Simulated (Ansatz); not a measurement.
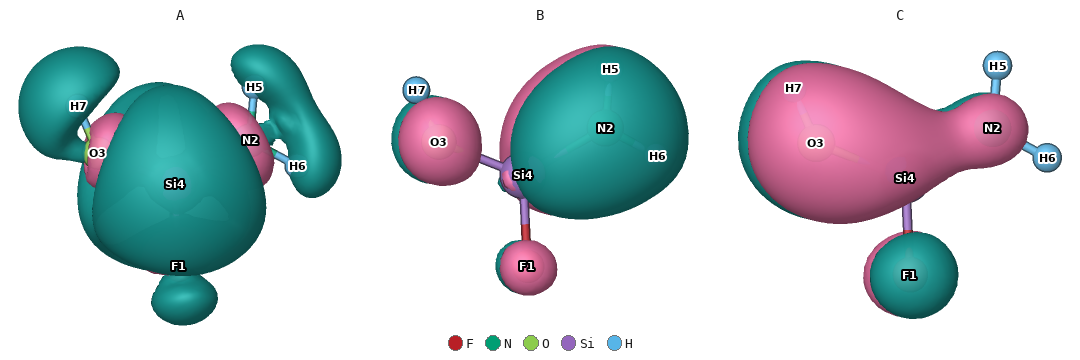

*FH3NOSi (SMILES [NH2+]=[Si](O)F) (charge +1). Three frontier orbitals at ±0.06 Å⁻³ᐟ² (teal and pink are the two phases), in no order.*

Geometry: PBE0-D3(BJ)/def2-SVP.

Computed with isolated molecule in a Gaussian basis; Kohn-Sham density functional theory, functional PBE0 in Ansatz.

```yaml
atoms:
  - { symbol: F, position_ang: [1.8300, -0.9060, -1.3214] }
  - { symbol: N, position_ang: [-0.1609, -1.7451, 0.3419] }
  - { symbol: O, position_ang: [2.0479, -0.0812, 1.1705] }
  - { symbol: Si, position_ang: [1.2237, -0.9053, 0.1198] }
  - { symbol: H, position_ang: [-0.6543, -1.8235, 1.2298] }
  - { symbol: H, position_ang: [-0.6150, -2.2487, -0.4210] }
  - { symbol: H, position_ang: [1.9539, 0.1164, 2.1116] }
```

**Which picture is the HOMO−1, the HOMO and the LUMO?**

C is the HOMO−1 (−17.26 eV). Its weight (Hirshfeld) is mainly on O3 (about 70 %), Si4 (about 15 %) and F1 (about 5 %); it changes sign across the molecular plane (π type). B is the HOMO (−15.23 eV). Its weight (Hirshfeld) is mainly on N2 (about 65 %) and Si4 (about 15 %); it changes sign across the molecular plane (π type). A is the LUMO (−7.14 eV). By Hirshfeld shares it lies mainly on Si4 (about 60 %), N2 (about 10 %), O3 (about 10 %) and F1 (about 10 %); it is symmetric in the molecular plane (an in-plane orbital: σ, lone-pair or in-plane π type).

**What is the HOMO–LUMO gap?**

8.09 eV between the orbital energies.
